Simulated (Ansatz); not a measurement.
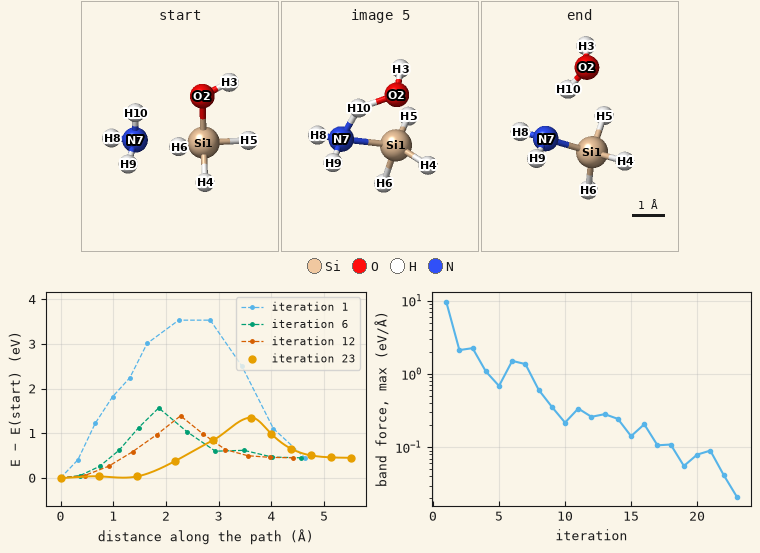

NEB run on SiNH7O, made up at the start of SiH₄O and NH$_{3}$. Images are numbered from 0 (start) to 10 (end). The plot follows the band through its iterations. The picture is a ball-and-stick view, seen at a tilt.

Level of theory: RKS PBE0/6-31G* in Ansatz. Run with 9 movable images; climbing image; force threshold 0.03 eV/Å; iteration limit 60; starting path through a guess of the saddle point.

### How did the profile develop, and is the result final?

The result is final at these settings. The band converged in 23 iterations. The largest component of the band force went from 9.8 to 0.021 eV/Å. The climbing image converged on the top of the path. Its vibrational analysis gives one imaginary mode (1062i cm⁻¹), as a transition state must have. The first iteration put the highest image at 3.53 eV. Forward barrier 1.35 eV, backward barrier 0.90 eV, with image 5 at the top; the reaction energy is +0.45 eV.
